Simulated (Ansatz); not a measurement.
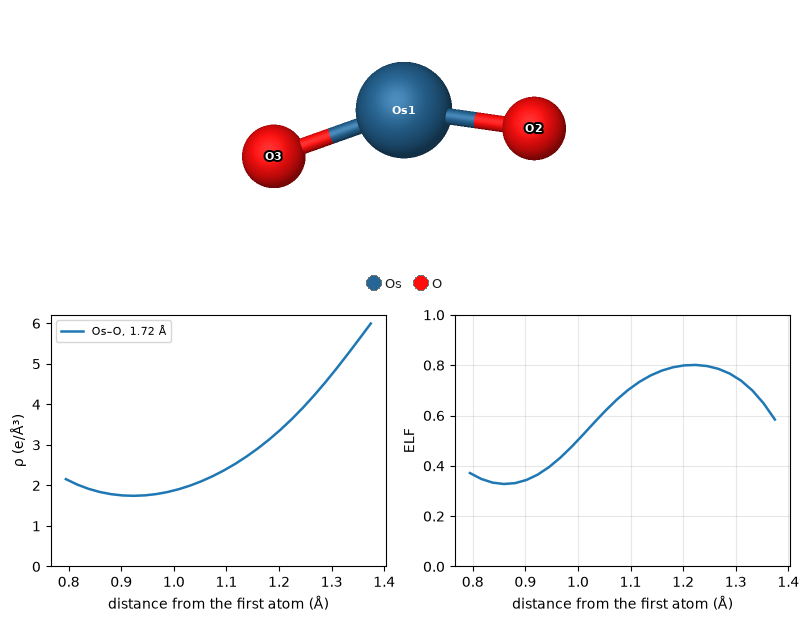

The picture shows: O2Os (charge −1, doublet). Electron density and ELF along straight lines between neighbouring atoms. The curves leave out the atomic cores. The structure is drawn too.

Geometry: PBE0-D4/def2-TZVPD; core potentials replace the inner electrons of Os.

The calculation used UKS PBE0-D4/def2-TZVPD in Ansatz.

```xyz
3

Os    0.1118    0.0160    0.2646
O    -1.2557    1.0552    0.3102
O     1.1438   -1.0712   -0.5748
```

### What can be read from the curves?

Os–O (1.72 Å): ρ is about 1.8 e/Å³ halfway; the ELF peaks at about 0.80 in the valence shell of O, 0.5 Å from its nucleus, and drops to about 0.35 between the two atoms.
